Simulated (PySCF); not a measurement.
# RuSBr: sextet, from a PBE minimum start

The task is one start of a wider search on RuSBr: the sextet, from a PBE minimum start. It is relaxed, tested by its Hessian and followed downhill if it is a saddle.

Program: PySCF 2.14.0. Level of theory: PBE, basis Ru def2-SVP with ECP28, S def2-SVP, Br def2-SVP, scalar-relativistic core potentials, no spin–orbit coupling, density fitting. These are calculated values, not measurements.

### 1 Starting geometry

3 atoms, charge 0, spin multiplicity 6.

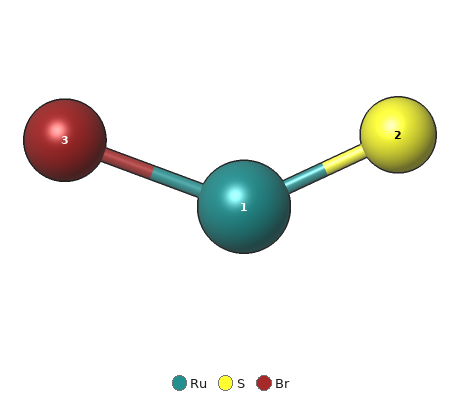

The starting geometry (ruthenium teal, sulfur yellow, bromine red); atoms are numbered from 1 in the order of the file.

```xyz
3
charge 0 multiplicity 6
Ru   -0.1047   -0.4245   -0.5603
S     0.1251    0.5076   -2.4946
Br    0.0846    0.3431    1.7345
```

### 2 First SCF at the start

One driver script runs all steps and calls PySCF; scf.py shows how it sets up the SCF of each step. The optimiser is the driver's own. After this first run the driver tries any further starts and a stability analysis.

Input file scf.py:

```python
from pyscf import gto, scf, dft
mol = gto.M(atom='''
Ru    -0.104653    -0.424550    -0.560275
S      0.125119     0.507575    -2.494563
Br     0.084575     0.343100     1.734480''',
    basis={'Ru': 'def2-SVP', 'S': 'def2-SVP', 'Br': 'def2-SVP'},
    ecp={'Ru': 'def2-SVP'},
    charge=0, spin=5)
mf = dft.UKS(mol, xc='PBE')
mf.grids.atom_grid = (50, 194)
aux = {'Ru': 'def2-universal-JKFIT', 'S': 'def2-universal-JKFIT', 'Br': 'def2-universal-JKFIT'}
mf = mf.density_fit(auxbasis=aux)
mf.conv_tol = 1e-08
mf.diis_space = 10
mf.max_cycle = 60
mf.init_guess = 'minao'
mf.verbose = 4
mf.kernel()
```

The run is started by

```bash
$ OMP_NUM_THREADS=2 python axn.py task.json out
```

Standard output:

```text
init E= -3056.20129468488
[... the frontier-level lines of each cycle are left out ...]
cycle= 1 E= -3064.37289113137  delta_E= -8.17  |g|= 1.67  |ddm|= 2.44
cycle= 2 E= -3052.96143450926  delta_E= 11.4  |g|= 3.56  |ddm|= 7.56
cycle= 3 E= -3066.06450368513  delta_E= -13.1  |g|= 0.61  |ddm|= 7.05
cycle= 4 E= -3066.10165149198  delta_E= -0.0371  |g|= 0.53  |ddm|= 0.746
cycle= 5 E= -3066.22746063806  delta_E= -0.126  |g|= 0.25  |ddm|= 0.686
cycle= 6 E= -3066.24763959632  delta_E= -0.0202  |g|= 0.231  |ddm|= 0.485
cycle= 7 E= -3066.2784870095  delta_E= -0.0308  |g|= 0.0309  |ddm|= 0.241
cycle= 8 E= -3066.27871696121  delta_E= -0.00023  |g|= 0.0178  |ddm|= 0.0267
cycle= 9 E= -3066.27886942798  delta_E= -0.000152  |g|= 0.00511  |ddm|= 0.0153
cycle= 10 E= -3066.27888329443  delta_E= -1.39e-05  |g|= 0.00128  |ddm|= 0.00593
cycle= 11 E= -3066.27888435193  delta_E= -1.06e-06  |g|= 0.000596  |ddm|= 0.00206
cycle= 12 E= -3066.27888455785  delta_E= -2.06e-07  |g|= 0.000104  |ddm|= 0.000744
cycle= 13 E= -3066.27888456385  delta_E= -6e-09  |g|= 3.36e-05  |ddm|= 9.95e-05
Extra cycle  E= -3066.27888453374  delta_E= 3.01e-08  |g|= 0.000232  |ddm|= 0.00025
converged SCF energy = -3066.27888453374  <S^2> = 8.7561381  2S+1 = 6.0020457
```

This step, with its further starts and checks, ran for 30 s (2 threads of Arm Neoverse N1, shared host).

Energies from each starting density:

```csv
start,energy (Eh)
the minimal-basis guess,-3066.278885
a thermally smeared density,-3066.278885
a smeared PBE density,-3066.278885
```

The test of internal stability and the other starts found no lower solution of this spin.

### 3 Relaxation: PBE minimum start, sextet

The program finds Cs symmetry in the start, which this walk keeps.

Edit scf.py of step 2 so:

```diff
@@ -3,3 +3,3 @@
-Ru    -0.104653    -0.424550    -0.560275
-S      0.125119     0.507575    -2.494563
-Br     0.084575     0.343100     1.734480''',
+Ru    -0.104701    -0.424746    -0.560423
+S      0.125071     0.507379    -2.494711
+Br     0.084527     0.342904     1.734332''',
@@ -16 +15,0 @@
-mf.init_guess = 'minao'
```

The optimiser's trace:

```csv
step,energy (Eh),change (kJ/mol),largest symmetric gradient (Eh/bohr)
0,-3066.278885,0.00,0.00004
```

The walk took 2.8 s.

Geometry (Å) and forces (eV/Å) at some steps:

```
step 0
Ru  -0.105  -0.425  -0.560   0.002  -0.002  -0.002
S    0.125   0.507  -2.495  -0.002   0.002   0.000
Br   0.085   0.343   1.734   0.001   0.001   0.001
```

It settles in Cs symmetry, 0.0 kJ/mol below the start, after 0 steps: Ru–Br 2.427 Å, Ru–S 2.159 Å; Br–Ru–S 134.6°.

### 4 Vibrations and properties at this point

On the finer grid the gradient is checked again; gradients at displacements of ±0.02 bohr then give force constants and infrared intensities.

Edit scf.py of step 3 so:

```diff
@@ -3,3 +3,3 @@
-Ru    -0.104701    -0.424746    -0.560423
-S      0.125071     0.507379    -2.494711
-Br     0.084527     0.342904     1.734332''',
+Ru    -0.103787    -0.421036    -0.560197
+S      0.124611     0.505513    -2.497426
+Br     0.084073     0.341061     1.736821''',
@@ -10 +10 @@
-mf.grids.atom_grid = (50, 194)
+mf.grids.atom_grid = (75, 302)
@@ -13 +13 @@
-mf.conv_tol = 1e-08
+mf.conv_tol = 1e-10
```

This SCF starts from the last density.

Log of the central SCF (cycles and frontier levels):

```text
init E= -3066.27896400211
[... the frontier-level lines of each cycle are left out ...]
cycle= 1 E= -3066.2789640016  delta_E= 5.07e-10  |g|= 2.99e-05  |ddm|= 3.24e-05
cycle= 2 E= -3066.27896397461  delta_E= 2.7e-08  |g|= 0.000219  |ddm|= 0.000234
cycle= 3 E= -3066.27896400212  delta_E= -2.75e-08  |g|= 3.35e-06  |ddm|= 0.000207
cycle= 4 E= -3066.27896400211  delta_E= 1.27e-11  |g|= 1.41e-06  |ddm|= 5.79e-06
Extra cycle  E= -3066.27896400211  delta_E= 2.73e-12  |g|= 4.94e-06  |ddm|= 1.01e-05
converged SCF energy = -3066.27896400211  <S^2> = 8.7561326  2S+1 = 6.0020438
```

The whole step took 73 s.

Geometry: Cs; Ru–Br 2.427 Å, Ru–S 2.160 Å; Br–Ru–S 134.9°.

Modes, for the most abundant isotopes:

```
symmetry  ω (cm⁻¹)  IR (km/mol)  μ (u)     type
      a'        74          1.1  47.88     bend
      a'       252         14.9  79.50  stretch
      a'       460         11.7  38.70  stretch
```

All wavenumbers are real: a minimum.

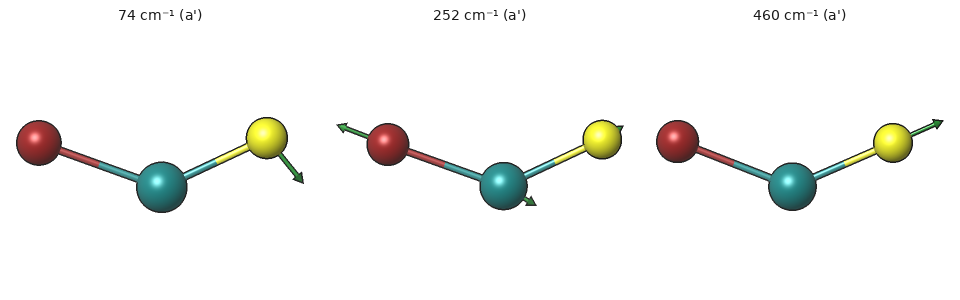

Displacements of 3 of the modes, as arrows (one member where a mode is degenerate).

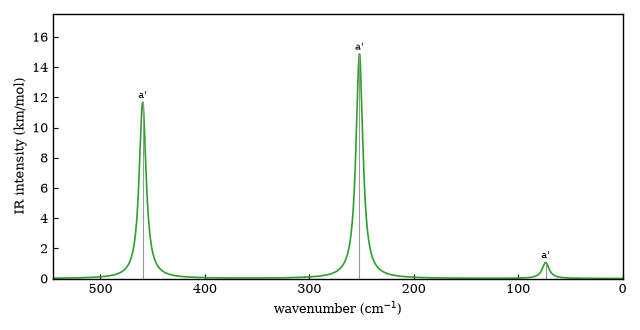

The harmonic infrared spectrum (widths in cm⁻¹). Lines are broadened to a width of 8 cm⁻¹ (Lorentzian).

Properties at this point:

```
Dipole moment                                                   : 1.78 D
Highest occupied level                                          : -5.49 eV
Lowest empty level                                              : -5.62 eV
Rotational constants                                            : 0.4775, 0.03574, 0.03325 cm⁻¹
Zero-point energy                                               : 4.7 kJ/mol
Principal polarisabilities                                      : 43.0, 53.9, 124.2 bohr³
Atomisation energy without zero-point energy                    : 730 kJ/mol
Principal traceless quadrupole moments about the centre of mass : -6.93, 3.42, 3.51 D Å
Entropy at 298.15 K and 1 bar (electronic part: spin only)      : 332.8 J/(mol K)
Heat capacity Cp at 298.15 K                                    : 54.5 J/(mol K)
Enthalpy at 298.15 K above 0 K                                  : 13.92 kJ/mol
Rotational symmetry number                                      : 1
Spin squared ⟨S²⟩                                               : 8.756
```

Populations by atom (charges in e):

```csv
atom,Mulliken,Löwdin,polar tensor,spin (Mulliken),Mayer order to Ru1
Ru1,0.27,-0.36,0.64,3.52,–
S2,-0.10,0.23,-0.26,1.13,2.08
Br3,-0.17,0.12,-0.39,0.35,1.26
```

Mulliken populations on Ru1 (outside its core potential): s 2.61, p 6.46, d 6.66, f 0.00.

### 5 Results

```
                                          quantity                                        value
                                           minimum                                   sextet, Cs
                                          geometry  Ru–Br 2.427 Å, Ru–S 2.160 Å; Br–Ru–S 134.9°
                                wavenumbers (cm⁻¹)                  74 (a'), 252 (a'), 460 (a')
                                     dipole moment                                       1.78 D
highest occupied, lowest empty level (either spin)                              -5.49, -5.62 eV
                        polar-tensor charge of Ru1                                      +0.64 e
                                 zero-point energy                                   4.7 kJ/mol
                               entropy at 298.15 K                              332.8 J/(mol K)
         atomisation energy (no zero-point energy)                                   730 kJ/mol
                                              ⟨S²⟩                                        8.756
```

In words: The molecule stays Cs, as typed, and the end point is a minimum. An empty level of one spin lies below a filled level of the other, which hints that a lower spin is more stable. In the infrared the band at 252 cm⁻¹ (a', stretch) leads. Most of the spin sits on Ru1 (Mulliken spin 3.52, against 5 for the whole molecule). Other starts or spin states, not run here, may lie lower. One determinant may miss the lowest occupation of an open d or f shell.

The search up to here took 1.8 min.
